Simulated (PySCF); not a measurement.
# C3H8Si2: NMR shifts, electronic excitations and K edges in gas and solvents

Aim: compute the NMR shifts, electronic excitations and K edges of C3H8Si2 (`CC#C[SiH2][SiH3]`), and see what a dielectric continuum does where one was used.

Programs: PySCF 2.14.0, with density-fitted response routines of our own. Each step states its level of theory. These are calculated values for one molecule, in the gas phase or a continuum, unless marked as measured. Atoms are numbered from 0 throughout.

**1. The starting structure**

13 atoms, charge 0, multiplicity 1; geometry from: GFN2-xTB.

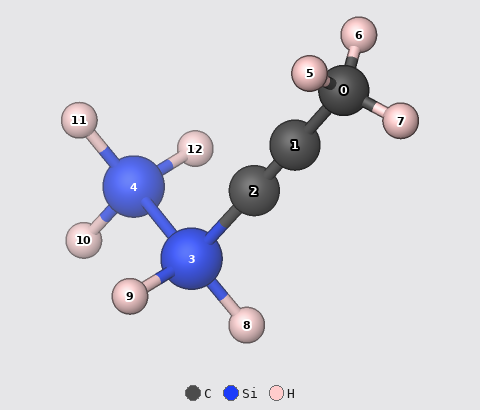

As it starts; carbon dark grey, silicon blue, hydrogen pink, atoms numbered.

**2. Geometry optimisation at PBE0-D3(BJ)/def2-SVP**

What the job is given:

```
{"job": {"xc": "PBE0", "basis": "def2-SVP", "d3": "d3bj", "grid": 1, "kind": "geom"}, "charge": 0, "multiplicity": 1}
C      2.983643     0.700567    -0.243501
C      1.698984     0.113747     0.069429
C      0.628638    -0.375597     0.330902
Si    -1.025262    -1.098605     0.715247
Si    -2.722857     0.217348    -0.132680
H      3.377260     1.222761     0.628690
H      2.879115     1.411309    -1.063578
H      3.688768    -0.077048    -0.537447
H     -1.014591    -2.460651     0.155906
H     -1.079127    -1.236185     2.180163
H     -4.040463    -0.353362     0.168018
H     -2.721710     1.573684     0.421743
H     -2.656785     0.362518    -1.589212
```

The log of the run:

```text
step   0  E = -697.39797553  max force = 0.031885
step   1  E = -697.40172952  max force = 0.003143
step   2  E = -697.40186333  max force = 0.001729
step   3  E = -697.40192005  max force = 0.000882
step   4  E = -697.40194329  max force = 0.000674
step   5  E = -697.40196284  max force = 0.000632
step   6  E = -697.40196664  max force = 0.000213
optimisation converged
```

Wall time 56 s (1 thread, shared host).

Step by step:

```csv
step,energy from step 0 (eV),largest force component (eV/Å)
0,0.0000,1.6396
1,-0.1022,0.1616
2,-0.1058,0.0889
3,-0.1073,0.0454
4,-0.1080,0.0347
5,-0.1085,0.0325
6,-0.1086,0.0110
```

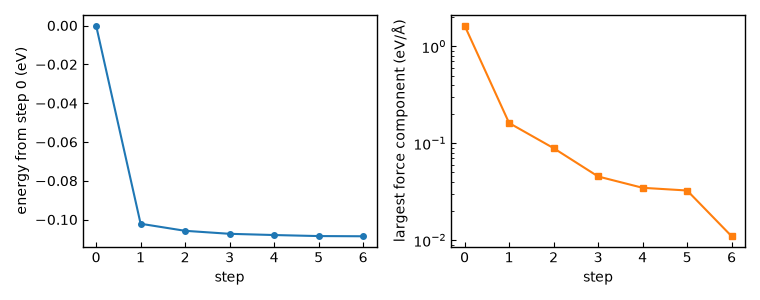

Energy and force, step by step.

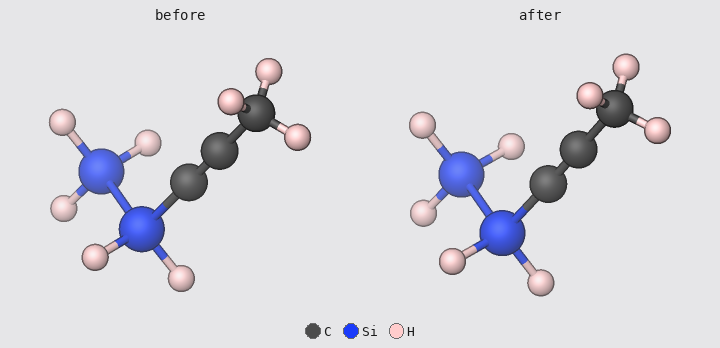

Before and after, at one scale.

Close pairs (by a distance rule), those that changed most:

```csv
bond,before (Å),after (Å),change (Å)
Si3–Si4,2.309,2.346,+0.037
Si4–H12,1.465,1.495,+0.030
Si4–H11,1.465,1.495,+0.030
Si4–H10,1.467,1.497,+0.030
Si3–H9,1.472,1.496,+0.023
Si3–H8,1.472,1.496,+0.023
C2–Si3,1.845,1.826,-0.019
C1–C2,1.206,1.220,+0.014
```

The end geometry stands in the next job.

```csv
at the end point,value
point group (found at 0.08 Å tolerance),C1
"rotational constants (GHz, main isotopes)","6.558, 1.164, 1.019"
dipole moment (D),1.67
```

**3. NMR shieldings: PBE0/pcSseg-1 in cyclohexane**

What the job is given:

```
{"job": {"kind": "nmr", "xc": "PBE0", "basis": "pcSseg-1", "solvent": "cyclohexane", "pop": true}, "charge": 0, "multiplicity": 1}
C      3.074593     0.803831    -0.392477
C      1.827090     0.154804    -0.036711
C      0.781484    -0.395940     0.264610
Si    -0.821450    -1.168571     0.676370
Si    -2.548159     0.164933    -0.186880
H      3.489168     1.356700     0.464908
H      2.926973     1.518746    -1.217046
H      3.825325     0.065320    -0.714512
H     -0.892651    -2.541029     0.086300
H     -0.964152    -1.290882     2.160151
H     -3.882186    -0.437151     0.126010
H     -2.485632     1.533099     0.413185
H     -2.409433     0.281424    -1.671145
```

Level: GIAO PBE0/pcSseg-1 NMR shielding, non-relativistic, IEF-PCM cyclohexane.

The log of the run:

```text
coarse grid: 11472 points
cycle   1  E = -697.5653385739  dE =  1.357e-01  |g| = 3.510e-01  |ddm| = 3.385e+00
cycle   2  E = -697.5594362299  dE =  5.902e-03  |g| = 3.738e-01  |ddm| = 8.744e-01
cycle   3  E = -697.5947717604  dE = -3.534e-02  |g| = 1.161e-01  |ddm| = 4.728e-01
cycle   4  E = -697.5978923495  dE = -3.121e-03  |g| = 3.424e-02  |ddm| = 1.000e-01
cycle   5  E = -697.5982060994  dE = -3.137e-04  |g| = 4.851e-03  |ddm| = 3.823e-02
cycle   6  E = -697.5982118287  dE = -5.729e-06  |g| = 1.696e-03  |ddm| = 6.724e-03
final grid: 100456 points
cycle   7  E = -697.6278633286  dE = -1.385e-05  |g| = 3.804e-03  |ddm| = 2.721e-02
cycle   8  E = -697.6278630938  dE =  2.348e-07  |g| = 3.838e-03  |ddm| = 1.002e-02
cycle   9  E = -697.6278672331  dE = -4.139e-06  |g| = 7.798e-04  |ddm| = 4.841e-03
cycle  10  E = -697.6278673690  dE = -1.359e-07  |g| = 2.636e-04  |ddm| = 7.092e-04
cycle  11  E = -697.6278673859  dE = -1.684e-08  |g| = 3.351e-05  |ddm| = 2.242e-04
cycle  12  E = -697.6278673861  dE = -2.553e-10  |g| = 9.703e-06  |ddm| = 4.631e-05
converged SCF energy = -697.6278673861

GIAO shielding tensors (ppm)
atom      isotropic    diamagn.    paramagn.     s11        s22        s33       span
  0 C      178.563     250.877     -72.314    169.172    169.521    196.996     27.824
  1 C       65.725     273.132    -207.407    -31.039    -30.968    259.181    290.219
  2 C      108.468     258.431    -149.964     26.079     27.710    271.615    245.536
  3 Si     449.920     882.275    -432.356    437.135    444.624    468.000     30.866
  4 Si     455.890     880.268    -424.378    451.299    451.640    464.730     13.431
  5 H       29.215      27.109       2.106     24.357     27.374     35.914     11.556
  6 H       29.224      29.262      -0.038     24.269     27.661     35.744     11.475
  7 H       29.211      26.091       3.120     24.316     27.316     36.001     11.685
  8 H       26.992      28.890      -1.898     23.387     25.482     32.106      8.719
  9 H       26.995      28.884      -1.889     23.391     25.480     32.115      8.724
 10 H       27.826      28.323      -0.497     24.733     25.338     33.407      8.675
 11 H       27.686      29.490      -1.804     24.680     25.859     32.518      7.839
 12 H       27.686      29.493      -1.807     24.676     25.871     32.511      7.835
```

It took 21 s on 1 thread, shared host.

Shifts follow as δ = σ(reference) − σ, with reference shieldings (ppm) from runs at the same level and on the same kind of geometry: 1H TMS 31.26, 13C TMS 184.8, 29Si TMS 351.9. The references are single molecules in the same continuum. Atoms listed in one row are averaged.

```csv
atoms,environment,σ (ppm),δ (ppm)
C1,alkyne carbon,65.7,119.1
C2,alkyne carbon,108.5,76.4
C0,propargylic methyl carbon,178.6,6.3
"H8, H9","hydrogen on a silicon bonded to C, Si",26.99,4.26
"H10, H11, H12",hydrogen on a silicon bonded to Si,27.73,3.52
"H5, H6, H7",hydrogen on a propargylic methyl carbon,29.22,2.04
Si3,"silicon bonded to C, Si, 2 H",449.9,-98.0
Si4,"silicon bonded to Si, 3 H",455.9,-104.0
```

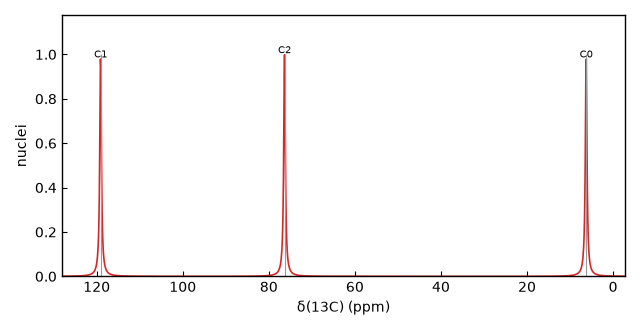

13C lines at the computed shifts, without couplings. Lines are broadened to a width of 0.45 ppm (Lorentzian).

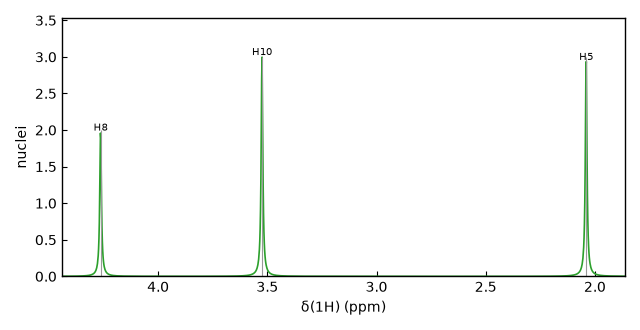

1H lines at the computed shifts, without couplings. Lines are broadened to a width of 0.01 ppm (Lorentzian).

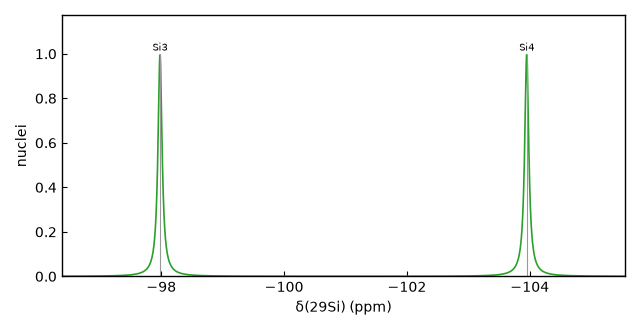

29Si lines at the computed shifts, without couplings. Lines are broadened to a width of 0.08 ppm (Lorentzian).

The run also stored atomic charges by several schemes (e):

```csv
atoms,Mulliken,IAO,Hirshfeld,ESP fit
C0,-0.19,-0.44,-0.09,-0.53
C1,-0.11,0.01,-0.02,0.24
C2,-0.42,-0.39,-0.19,-0.48
Si3,0.35,0.48,0.25,0.40
Si4,0.18,0.28,0.21,0.13
```

Hirshfeld charges:

C0 -0.09; C1 -0.02; C2 -0.19; Si3 0.25; Si4 0.21; H5 0.07; H6 0.07; H7 0.07; H8 -0.07; H9 -0.07; H10 -0.07; H11 -0.07; H12 -0.07

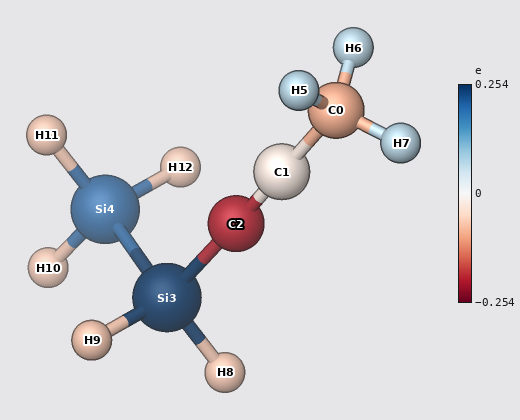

Hirshfeld charges, as colours on the atoms.

Mayer bond orders: C0–C1 1.18, C1–C2 2.51, C2–Si3 1.01, Si3–Si4 0.91.

**4. Shielding tensors: PBE0/pcSseg-1 in dichloromethane**

Same as in step 3 but for these lines:

```diff
@@ -1,2 +1,2 @@
-{"job": {"kind": "nmr", "xc": "PBE0", "basis": "pcSseg-1", "solvent": "cyclohexane", "pop": true}, "charge": 0, "multiplicity": 1}
+{"job": {"kind": "nmr", "xc": "PBE0", "basis": "pcSseg-1", "solvent": "dichloromethane", "pop": false}, "charge": 0, "multiplicity": 1}
 C      3.074593     0.803831    -0.392477
```

Level: GIAO PBE0/pcSseg-1 NMR shielding, non-relativistic, IEF-PCM dichloromethane.

The log of the run:

```text
coarse grid: 11472 points
cycle   1  E = -697.5684773179  dE =  1.327e-01  |g| = 3.459e-01  |ddm| = 3.384e+00
cycle   2  E = -697.5655606831  dE =  2.917e-03  |g| = 3.545e-01  |ddm| = 8.197e-01
cycle   3  E = -697.5973457178  dE = -3.179e-02  |g| = 1.033e-01  |ddm| = 4.391e-01
cycle   4  E = -697.5997794409  dE = -2.434e-03  |g| = 3.219e-02  |ddm| = 8.960e-02
cycle   5  E = -697.6000549388  dE = -2.755e-04  |g| = 4.298e-03  |ddm| = 3.396e-02
cycle   6  E = -697.6000592849  dE = -4.346e-06  |g| = 1.588e-03  |ddm| = 5.897e-03
final grid: 100456 points
cycle   7  E = -697.6297047359  dE = -1.397e-05  |g| = 3.791e-03  |ddm| = 2.734e-02
cycle   8  E = -697.6297046263  dE =  1.095e-07  |g| = 3.790e-03  |ddm| = 9.532e-03
cycle   9  E = -697.6297085530  dE = -3.927e-06  |g| = 8.386e-04  |ddm| = 4.426e-03
cycle  10  E = -697.6297087163  dE = -1.633e-07  |g| = 2.309e-04  |ddm| = 7.259e-04
cycle  11  E = -697.6297087289  dE = -1.266e-08  |g| = 2.903e-05  |ddm| = 1.986e-04
cycle  12  E = -697.6297087291  dE = -1.839e-10  |g| = 8.375e-06  |ddm| = 4.241e-05
converged SCF energy = -697.6297087291

GIAO shielding tensors (ppm)
atom      isotropic    diamagn.    paramagn.     s11        s22        s33       span
  0 C      178.937     251.104     -72.167    169.252    169.598    197.960     28.708
  1 C       63.721     273.242    -209.521    -34.073    -33.855    259.090    293.163
  2 C      109.509     258.386    -148.876     27.280     29.027    272.221    244.940
  3 Si     450.045     882.300    -432.255    437.535    445.127    467.472     29.936
  4 Si     455.458     880.234    -424.777    450.784    451.052    464.537     13.753
  5 H       29.120      26.934       2.186     24.242     27.223     35.895     11.654
  6 H       29.126      29.104       0.022     24.151     27.503     35.723     11.572
  7 H       29.119      25.913       3.206     24.204     27.170     35.984     11.780
  8 H       26.988      28.895      -1.908     23.373     25.482     32.108      8.734
  9 H       26.991      28.889      -1.898     23.376     25.480     32.116      8.740
 10 H       27.802      28.297      -0.495     24.700     25.314     33.392      8.692
 11 H       27.692      29.494      -1.803     24.689     25.869     32.517      7.828
 12 H       27.691      29.496      -1.805     24.684     25.879     32.510      7.825
```

Wall time 19 s (1 thread, shared host).

This run: δ C1 121.6, C2 75.8, C0 6.4, Si3 -98.2, H8 4.25, H10 3.51 ppm (means over like atoms).

[end of part 1 of 2]
